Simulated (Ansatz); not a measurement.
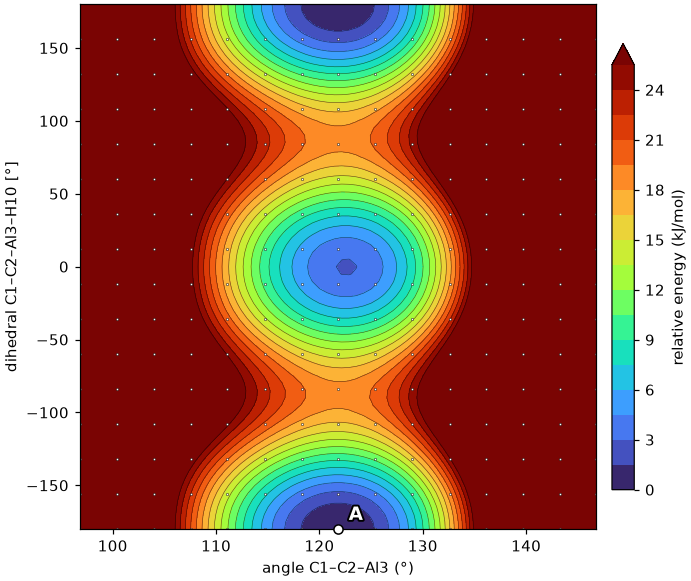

C3H5AlClF, SMILES C[C]([AlH2])=C(F)Cl. First axis: angle C1–C2–Al3. Second axis: dihedral C1–C2–Al3–H10. Nothing is relaxed (all other coordinates rigid). The scan uses a 15 × 15 grid. Energies are in kJ/mol, from the lowest grid point. Computed with Ansatz 0.2.0, RKS SPW92 (LDA)/def2-SVP.

In the figure: filled contours, dots at the grid points, one colour for all values above the top of the scale, the well A. Between grid points the surface is interpolated.

Q: Where is the minimum, and how stiff is the well along each coordinate? Take the well at A.

A: The interpolated minimum is at angle C1–C2–Al3 ≈ 121.8°, dihedral C1–C2–Al3–H10 ≈ −180°. The curvatures there are about 7.9 eV/rad² and 0.31 eV/rad², with a cross term of about 0 eV/rad². Round the minimum the two coordinates are nearly uncoupled. (1 eV is 96.5 kJ/mol.)
